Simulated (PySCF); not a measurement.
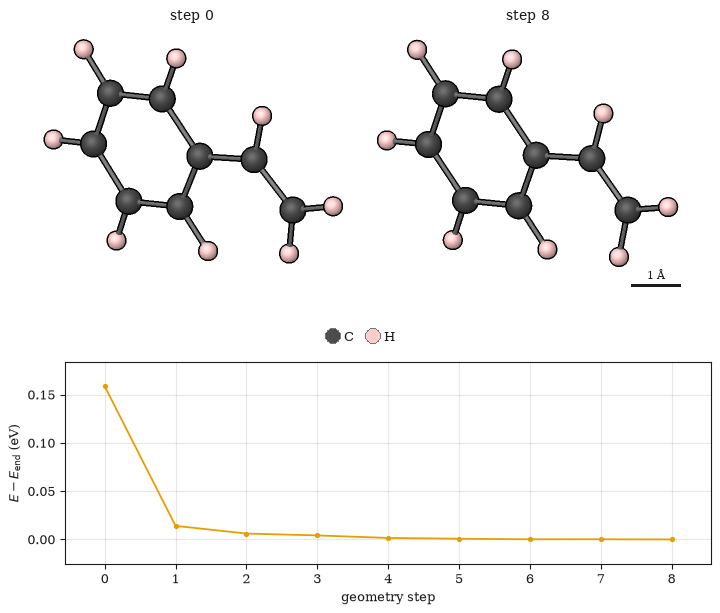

First and last geometry of a relaxation of C₈H₈, with the history of the run. Style: ball-and-stick. Shown from a free direction.

The start comes from GFN2-xTB. Its atoms were then displaced at random by about 0.01 Å.

Method: PBE0-D3(BJ)/def2-TZVP geometry optimisation, gas phase in PySCF. 

Question: What do the curves and the structures tell?

Answer: It converged. The largest move after the best rigid fit is that of an H atom, 0.21 Å. By element the largest moves are H 0.21 Å, C 0.07 Å. Near-neighbour distances that change, for instance: C–C 1.345 → 1.382 Å, C–H 1.054 → 1.084 Å, C–C 1.419 → 1.397 Å, C–H 1.103 → 1.083 Å. Bond angles that change, for instance: C–C–C 115.1° → 118.1°, C–C–H 116.9° → 119.8°, C–C–H 125.1° → 122.5°. The energy falls by 0.159 eV in 8 geometry steps.
